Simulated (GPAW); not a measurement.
## Screening of a field by a 7-layer slab of Cd(0001)

How does a 7-layer slab of Cd(0001) screen a perpendicular field?

Main program and level: GPAW 26.7.0; GPAW, PAW setups; slab in vacuum, relaxation, in the first sound run; inputs show where later runs differ.

## (1) The starting structure

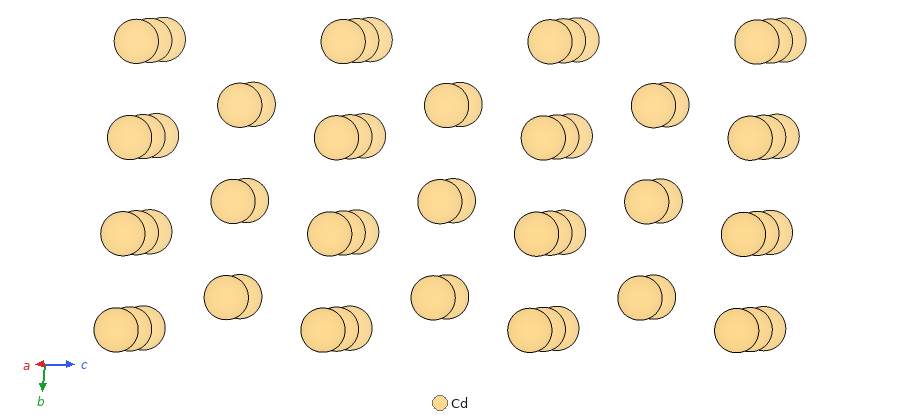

The cell as given, from the side, with the c axis across the page (cadmium orange). 2×3×1 cells are drawn. Some periodic images of atoms are drawn too.

The cell holds 7 atoms: 7 Cd. Its edges and angles: a = 2.980 Å, b = 2.980 Å, c = 34.861 Å, α = 90.0°, β = 90.0°, γ = 60.0°. Vacuum lies along c.

## (2) Relaxation

The atoms are relaxed first, since the surface dipole, and with it the work function, follows the positions of the outer layers. The lowest 3 atoms are held at bulk positions and keep their forces.

Contents of run.py:

```python
import json
import numpy as np
from ase import Atoms
from ase.constraints import FixAtoms
from ase.optimize import BFGS
from gpaw import GPAW, PW

slab = Atoms(
    ['Cd', 'Cd', 'Cd', 'Cd', 'Cd', 'Cd', 'Cd'],
    positions=[
        [0.00000, 0.00000, 9.00000],
        [2.98000, 1.72050, 11.81014],
        [0.00000, 0.00000, 14.62028],
        [2.98000, 1.72050, 17.43042],
        [0.00000, 0.00000, 20.24056],
        [2.98000, 1.72050, 23.05070],
        [0.00000, 0.00000, 25.86084]],
    cell=[[2.98, 0.0, 0.0], [1.49, 2.58076, 0.0], [0.0, 0.0, 34.86084]],
    pbc=[True, True, False])

slab.calc = GPAW(mode=PW(400), xc='PBE', kpts={'size': (12, 12, 1), 'gamma': True},
                 occupations={'name': 'fermi-dirac', 'width': 0.1}, nbands='160%',
                 convergence={'density': 1e-05}, maxiter=200,
                 poissonsolver={'dipolelayer': 'xy'},
                 symmetry={'tolerance': 1e-3, 'extra_ids': [1, 1, 1, 0, 0, 0, 0]}, txt='slab.txt')
result = {}
slab.set_constraint(FixAtoms([0, 1, 2]))
path = []
opt = BFGS(slab, maxstep=0.2)
opt.attach(lambda: path.append((slab.get_potential_energy(), slab.positions.tolist(), slab.get_forces().tolist())))
result['relaxed'] = bool(opt.run(fmax=0.03, steps=40))
result['path'] = path
energy = slab.get_potential_energy()
fermi = slab.calc.get_fermi_level()
v = slab.calc.get_electrostatic_potential().mean((0, 1)) - fermi
n = slab.calc.get_pseudo_density().mean((0, 1))
L = slab.cell[2, 2]
z = np.arange(len(v)) * L / len(v)
low, high = slab.positions[:, 2].min(), slab.positions[:, 2].max()
below, above = np.interp([low - 6.8, high + 6.8], z, v)
slopes = [np.interp(x, z, np.gradient(v, z)) for x in (low - 6.8, high + 6.8)]
eps = np.array([[slab.calc.get_eigenvalues(k, s) for k in range(len(slab.calc.get_ibz_k_points()))]
                for s in range(slab.calc.get_number_of_spins())]) - fermi
top, bottom = eps[eps < 0].max(), eps[eps > 0].min()
dipole = slab.get_dipole_moment()[2]
print(f'energy {energy:.4f} eV, Fermi level {fermi:.4f} eV, dipole {dipole:.5f} e A')
print(f'potential 6.8 A off the faces, from the Fermi level: lower {below:.4f} eV, upper {above:.4f} eV')
print(f'slope of the potential there: lower {slopes[0]:.5f}, upper {slopes[1]:.5f} eV/A')
print(f'nearest levels on the mesh: {top:.4f} and {bottom:.4f} eV')
print('magnetic moment', round(slab.get_magnetic_moment(), 3))
result.update(energy=energy, fermi=fermi, dipole=dipole, below=below, above=above, slopes=slopes, edges=[top, bottom],
              z=z.tolist(), v=v.tolist(), n=n.tolist(), positions=slab.positions.tolist(),
              forces=slab.get_forces(apply_constraint=False).tolist(), moments=slab.get_magnetic_moments().tolist())
json.dump(result, open('result.json', 'w'))
```

Started as:

```sh
OMP_NUM_THREADS=1 OPENBLAS_NUM_THREADS=1 python run.py
```

The log of the run:

```text
Step          Energy          fmax
BFGS:    0       -5.729820        0.101533
BFGS:    1       -5.729969        0.094027
BFGS:    2       -5.731836        0.080915
BFGS:    3       -5.736925        0.134481
BFGS:    4       -5.737502        0.116414
BFGS:    5       -5.737783        0.105190
BFGS:    6       -5.738540        0.083284
BFGS:    7       -5.740363        0.040986
BFGS:    8       -5.742956        0.067517
BFGS:    9       -5.745345        0.089723
BFGS:   10       -5.746339        0.099379
BFGS:   11       -5.746558        0.100672
BFGS:   12       -5.746837        0.097382
BFGS:   13       -5.748231        0.072785
BFGS:   14       -5.749897        0.053336
BFGS:   15       -5.752032        0.069346
BFGS:   16       -5.753545        0.080614
BFGS:   17       -5.753872        0.080618
BFGS:   18       -5.754087        0.075574
BFGS:   19       -5.754321        0.064690
BFGS:   20       -5.754553        0.049728
BFGS:   21       -5.755056        0.035583
BFGS:   22       -5.756118        0.012653
energy -5.7309 eV, Fermi level 2.7572 eV, dipole -0.00036 e A
potential 6.8 A off the faces, from the Fermi level: lower 3.7706 eV, upper 3.7568 eV
slope of the potential there: lower -0.00006, upper -0.00001 eV/A
nearest levels on the mesh: -0.4089 and 0.0018 eV
magnetic moment 0.0
```

It took 32 min on 1 thread of Intel Xeon 6975P-C (Granite Rapids), shared host; peak memory 0.31 GiB.

Relaxation path (22 of 23):

```tsv
step	energy less that of the first step (eV)	largest force (eV/Å)
1	0.0000	0.1015
2	-0.0002	0.0940
3	-0.0021	0.0809
4	-0.0071	0.1345
5	-0.0078	0.1164
6	-0.0081	0.1052
7	-0.0089	0.0833
8	-0.0107	0.0410
9	-0.0134	0.0675
10	-0.0159	0.0897
11	-0.0168	0.0994
13	-0.0173	0.0974
14	-0.0185	0.0728
15	-0.0200	0.0533
16	-0.0220	0.0693
17	-0.0235	0.0806
18	-0.0239	0.0806
19	-0.0242	0.0756
20	-0.0244	0.0647
21	-0.0247	0.0497
22	-0.0252	0.0356
23	-0.0263	0.0127
```

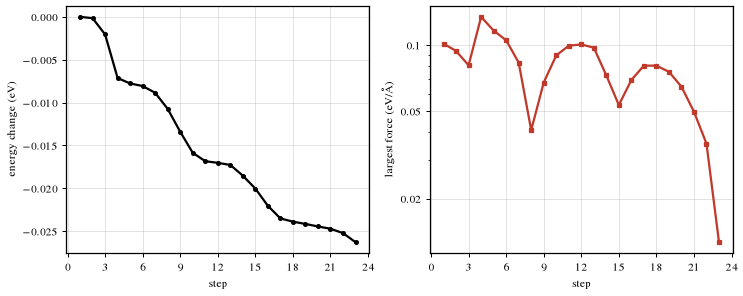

Energy and largest force along the relaxation.

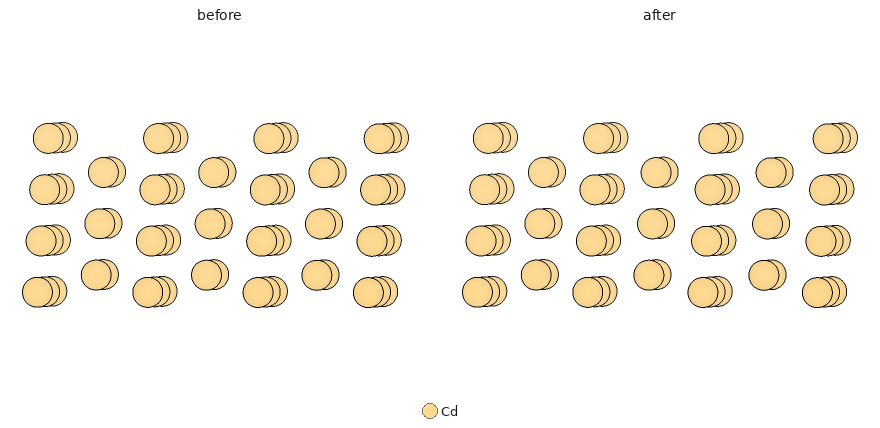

The structure before and after the relaxation, drawn at the same scale.

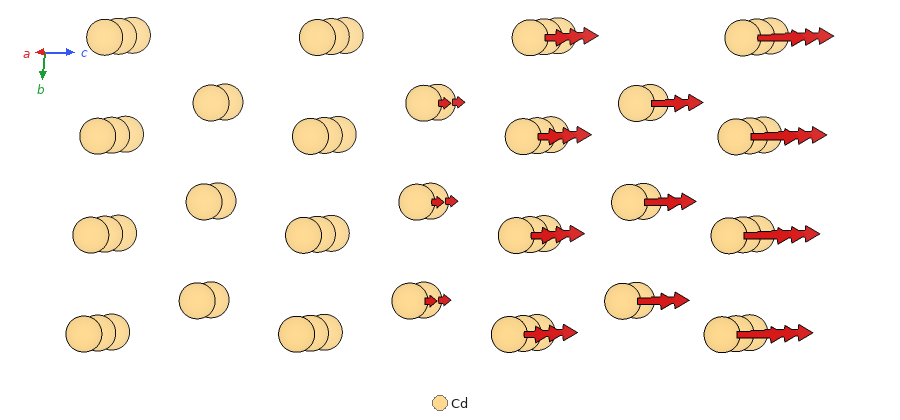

Displacements in the relaxation, exaggerated; the longest in the cell stands for 0.46 Å. 2×3×1 cells are drawn. Some periodic images of atoms are drawn too.

The atoms that moved most (Å):

```tsv
atom	dx	dy	dz	length
Cd7	0.000	0.000	0.458	0.458
Cd6	0.000	0.000	0.361	0.361
Cd5	0.000	0.000	0.247	0.247
Cd4	0.000	0.000	0.122	0.122
```

The relaxed structure:

```cif
data_structure
_symmetry_space_group_name_H-M 'P 1'
_symmetry_Int_Tables_number 1
_cell_length_a 2.9800
_cell_length_b 2.9800
_cell_length_c 34.8608
_cell_angle_alpha 90.000
_cell_angle_beta 90.000
_cell_angle_gamma 60.000
_cell_volume 268.10
loop_
_atom_site_label
_atom_site_type_symbol
_atom_site_fract_x
_atom_site_fract_y
_atom_site_fract_z
_atom_site_occupancy
Cd1 Cd 0.00000 0.00000 0.25817 1
Cd2 Cd 0.66667 0.66667 0.33878 1
Cd3 Cd 0.00000 0.00000 0.41939 1
Cd4 Cd 0.66667 0.66667 0.50349 1
Cd5 Cd 0.00000 0.00000 0.58770 1
Cd6 Cd 0.66667 0.66667 0.67158 1
Cd7 Cd 0.00000 0.00000 0.75498 1
```

This step gave:

* dipole along the normal: -3.56e-4 e·Å
* levels nearest the Fermi level on the mesh: -0.4089, 0.001753 eV from the Fermi level
* upper work function: 3.757 eV
* lower work function: 3.771 eV

The electrostatic potential energy of an electron (without an applied field's), less the Fermi level, planar mean oscillates, so the rows of the table below give means over windows of 2.91 Å about each position, cut where the curve ends. Its maxima inside the range that stand out by 2 % of the span (Å: eV): 10.4: 1.11, 13.2: 1.08, 16.0: 1.50, 19.0: 1.54, 21.9: 1.52, 24.9: 1.50. Its minima: 9.0: -22.3, 11.8: -22.6, 14.6: -22.6, 17.5: -22.6, 20.4: -22.4, 23.5: -22.3, 26.4: -22.2.

Table of electrostatic potential energy of an electron (without an applied field's), less the Fermi level, planar mean by z; means over each step:

```tsv
z (Å)	electrostatic potential energy of an electron (without an applied field's), less the Fermi level, planar mean (eV)
1.46	3.77
4.37	3.77
7.28	0.426
10.19	-8.16
13.10	-8.32
16.01	-7.25
18.91	-7.20
21.83	-7.28
24.73	-7.36
27.65	-2.94
30.55	3.75
33.47	3.76
```

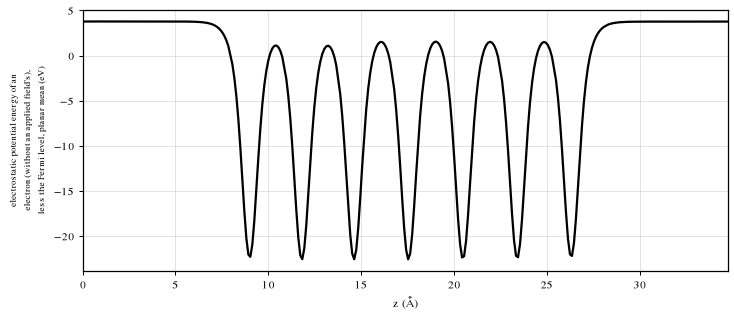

Electrostatic potential energy of an electron (without an applied field's), less the Fermi level, planar mean, plotted against z.

The pseudo valence density, planar mean oscillates, so the rows of the table below give means over windows of 2.8 Å about each position, cut where the curve ends. Its maxima inside the range that stand out by 2 % of the span (Å: e/Å³): 9.0: 1.51, 11.8: 1.52, 14.6: 1.52, 17.6: 1.46, 20.4: 1.51, 23.5: 1.51, 26.3: 1.49. Its minima: 10.3: 0.107, 13.1: 0.109, 16.1: 0.0928, 18.9: 0.0931, 21.9: 0.0929, 25.0: 0.0959.

Pseudo valence density, planar mean against z; means over each step:

```tsv
z (Å)	pseudo valence density, planar mean (e/Å³)
4.20	5.3e-5
7.00	0.0623
9.80	0.555
12.60	0.556
15.40	0.539
18.20	0.544
21.00	0.549
23.80	0.551
26.60	0.541
29.40	0.00361
32.20	4.4e-6
```

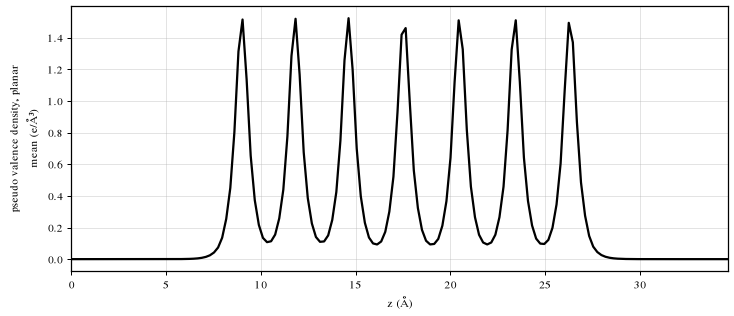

Pseudo valence density, planar mean against z.

The relaxation lowered the energy of the cell by 0.0263 eV (energies extrapolated to zero smearing; the optimiser's log prints free energies). The largest force left on a free atom is 0.013 eV/Å.

## (3) The slab's potential

With the geometry fixed, the planar mean of the potential gives the vacuum level on each side.

This step: GPAW, PAW setups; slab in vacuum (GPAW 26.7.0).

Edit run.py of step 2 so:

```diff
@@ -3,4 +3,2 @@
 from ase import Atoms
-from ase.constraints import FixAtoms
-from ase.optimize import BFGS
 from gpaw import GPAW, PW
@@ -13,6 +11,6 @@
         [0.00000, 0.00000, 14.62028],
-        [2.98000, 1.72050, 17.43042],
-        [0.00000, 0.00000, 20.24056],
-        [2.98000, 1.72050, 23.05070],
-        [0.00000, 0.00000, 25.86084]],
+        [2.98000, 1.72050, 17.55207],
+        [-0.00000, 0.00000, 20.48765],
+        [2.98000, 1.72050, 23.41173],
+        [-0.00000, 0.00000, 26.31909]],
     cell=[[2.98, 0.0, 0.0], [1.49, 2.58076, 0.0], [0.0, 0.0, 34.86084]],
@@ -24,10 +22,4 @@
                  poissonsolver={'dipolelayer': 'xy'},
-                 symmetry={'tolerance': 1e-3, 'extra_ids': [1, 1, 1, 0, 0, 0, 0]}, txt='slab.txt')
+                 symmetry={'tolerance': 1e-3}, txt='slab.txt')
 result = {}
-slab.set_constraint(FixAtoms([0, 1, 2]))
-path = []
-opt = BFGS(slab, maxstep=0.2)
-opt.attach(lambda: path.append((slab.get_potential_energy(), slab.positions.tolist(), slab.get_forces().tolist())))
-result['relaxed'] = bool(opt.run(fmax=0.03, steps=40))
-result['path'] = path
 energy = slab.get_potential_energy()
```

The log of the run:

```text
energy -5.7309 eV, Fermi level 2.7570 eV, dipole -0.00053 e A
potential 6.8 A off the faces, from the Fermi level: lower 3.7714 eV, upper 3.7567 eV
slope of the potential there: lower 0.00000, upper -0.00008 eV/A
nearest levels on the mesh: -0.4088 and 0.0017 eV
magnetic moment 0.0
```

The job ended after 3.1 min (1 thread; peak memory 0.3 GiB).

This step gave:

```
dipole along the normal                    : -5.32e-4 e·Å
levels nearest the Fermi level on the mesh : -0.4088, 0.001728 eV from the Fermi level
```

The electrostatic potential energy of an electron (without an applied field's), less the Fermi level, planar mean oscillates, so the rows of the table below give means over windows of 2.91 Å about each position, cut where the curve ends. Its maxima inside the range that stand out by 2 % of the span (Å: eV): 10.4: 1.11, 13.2: 1.09, 16.0: 1.50, 19.0: 1.54, 21.9: 1.52, 24.9: 1.50. Its minima: 9.0: -22.3, 11.8: -22.6, 14.6: -22.6, 17.5: -22.6, 20.4: -22.4, 23.5: -22.3, 26.4: -22.2.

The electrostatic potential energy of an electron (without an applied field's), less the Fermi level, planar mean by z; means over each step:

```tsv
z (Å)	electrostatic potential energy of an electron (without an applied field's), less the Fermi level, planar mean (eV)
1.46	3.77
4.37	3.77
7.28	0.427
10.19	-8.16
13.10	-8.32
16.01	-7.25
18.91	-7.20
21.83	-7.28
24.73	-7.36
27.65	-2.94
30.55	3.75
33.47	3.76
```

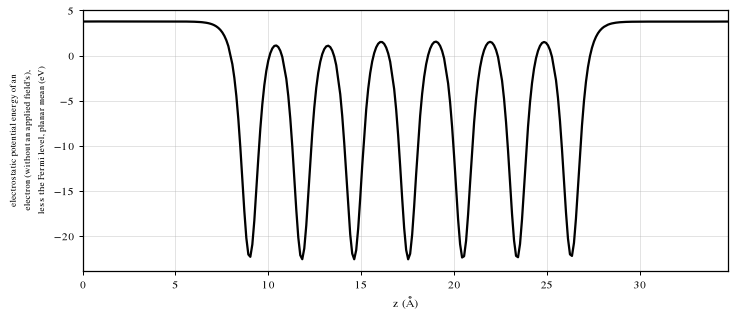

Electrostatic potential energy of an electron (without an applied field's), less the Fermi level, planar mean, plotted against z.

The pseudo valence density, planar mean oscillates, so the rows of the table below give means over windows of 2.8 Å about each position, cut where the curve ends. Its maxima inside the range that stand out by 2 % of the span (Å: e/Å³): 9.0: 1.51, 11.8: 1.52, 14.6: 1.52, 17.6: 1.46, 20.4: 1.51, 23.5: 1.51, 26.3: 1.49. Its minima: 10.3: 0.107, 13.1: 0.109, 16.1: 0.0928, 18.9: 0.0931, 21.9: 0.0929, 25.0: 0.0959.

Pseudo valence density, planar mean against z; means over each step:

```tsv
z (Å)	pseudo valence density, planar mean (e/Å³)
4.20	5.3e-5
7.00	0.0623
9.80	0.555
12.60	0.556
15.40	0.539
18.20	0.544
21.00	0.549
23.80	0.551
26.60	0.541
29.40	0.00361
32.20	4.4e-6
```

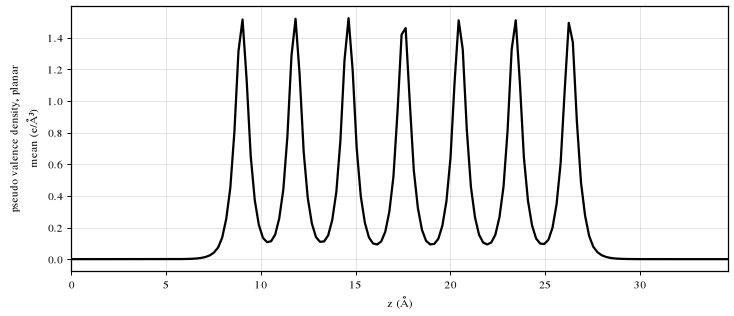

Pseudo valence density, planar mean against z.

Force by atom:

```tsv
atom	x (eV/Å)	y (eV/Å)	z (eV/Å)	size
Cd1	0.0000	0.0000	-0.0904	0.0904
Cd2	0.0000	0.0000	-0.0087	0.0087
Cd3	0.0000	0.0000	0.0906	0.0906
Cd4	0.0000	0.0000	0.0007	0.0007
Cd5	0.0000	0.0000	0.0006	0.0006
Cd6	0.0000	0.0000	0.0141	0.0141
Cd7	0.0000	0.0000	-0.0060	0.0060
```

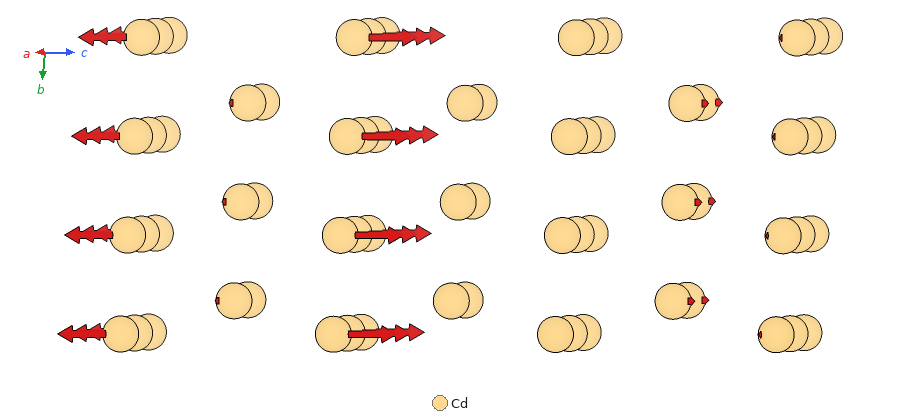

Force as arrows, the longest 0.0906 eV/Å. 2×3×1 cells are drawn. Some periodic images of atoms are drawn too.

The potential is flat to 7.7e-5 eV/Å where it is read, so the vacuum is wide enough.

## (4) In a field

A uniform field along the normal polarises the slab; the atoms stay fixed, so this is the electronic response alone.

Edit run.py of step 3 so:

```diff
@@ -4,2 +4,3 @@
 from gpaw import GPAW, PW
+from gpaw.external import ConstantElectricField
 
@@ -22,2 +23,3 @@
                  poissonsolver={'dipolelayer': 'xy'},
+                 external=ConstantElectricField(-0.2, [0, 0, 1]),
                  symmetry={'tolerance': 1e-3}, txt='slab.txt')
```

The log of the run:

```text
energy -5.7484 eV, Fermi level 2.7358 eV, dipole -0.17504 e A
potential 6.8 A off the faces, from the Fermi level: lower 1.7575 eV, upper 5.8763 eV
slope of the potential there: lower -0.00011, upper 0.00002 eV/A
nearest levels on the mesh: -0.4107 and 0.0021 eV
magnetic moment 0.0
```

It took 6.5 min on 1 thread; peak memory 0.72 GiB.

Numbers from this step:

```
dipole along the normal                                         : -0.1750 e·Å
levels nearest the Fermi level on the mesh                      : -0.4107, 0.002075 eV from the Fermi level
potential below the slab, the applied field's own ramp left out : 1.758 eV from the Fermi level
potential above the slab, the applied field's own ramp left out : 5.876 eV from the Fermi level
```

The electrostatic potential energy of an electron (without an applied field's), less the Fermi level, planar mean oscillates, so the rows of the table below give means over windows of 2.91 Å about each position, cut where the curve ends. Its maxima inside the range that stand out by 2 % of the span (Å: eV): 10.4: -0.287, 13.2: 0.246, 16.1: 1.23, 19.0: 1.86, 21.9: 2.42, 24.9: 2.98, 33.2: 5.88. Its minima: 9.0: -24.0, 11.8: -23.7, 14.6: -23.1, 17.5: -22.6, 20.4: -21.8, 23.5: -21.1, 26.4: -20.4.

Table of electrostatic potential energy of an electron (without an applied field's), less the Fermi level, planar mean by z; means over each step:

```tsv
z (Å)	electrostatic potential energy of an electron (without an applied field's), less the Fermi level, planar mean (eV)
1.46	1.89
4.37	1.76
7.28	-1.51
10.19	-9.60
13.10	-9.18
16.01	-7.54
18.91	-6.91
21.83	-6.40
24.73	-5.90
27.65	-0.961
30.55	5.87
33.47	5.80
```

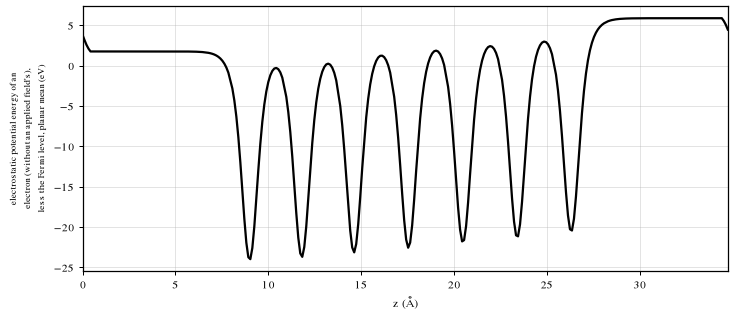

Electrostatic potential energy of an electron (without an applied field's), less the Fermi level, planar mean against z.

Force by atom:

```tsv
atom	x (eV/Å)	y (eV/Å)	z (eV/Å)	size
Cd1	0.0000	0.0000	-0.0914	0.0914
Cd2	-0.0001	0.0000	-0.0041	0.0041
Cd3	0.0000	0.0000	0.0930	0.0930
Cd4	-0.0001	0.0000	-0.0014	0.0014
Cd5	0.0000	0.0000	0.0006	0.0006
Cd6	-0.0001	0.0000	0.0165	0.0165
Cd7	0.0000	0.0000	-0.0073	0.0073
```

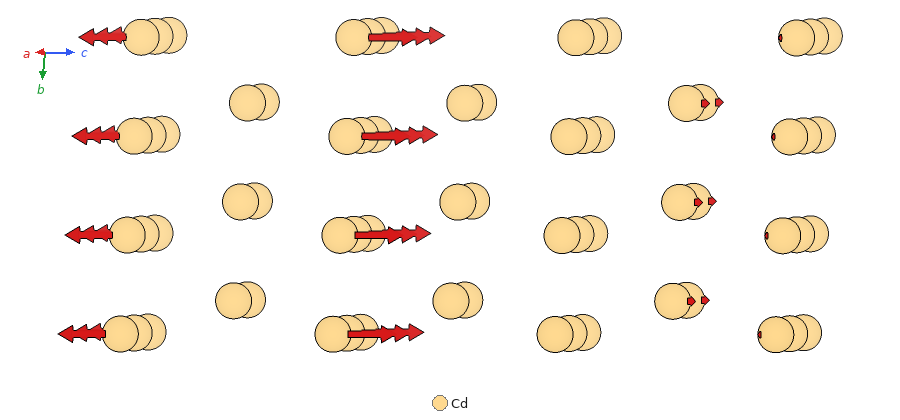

Force as arrows, the longest 0.0930 eV/Å. 2×3×1 cells are drawn. Some periodic images of atoms are drawn too.

The dipole is now -0.175 e Å, against -5.3e-4 in the run without a field.

(Part 1 of 2 ends here.)

[Logs are printed without paths, hosts, clocks, repeated set-up lines and the standing remarks that a program may print on its own settings, such as how far it seeks lower states.]

[Hosts, paths, dates, database ids (printed as entryN), source tags and the programs' standing remarks are cut or masked in the printed files.]
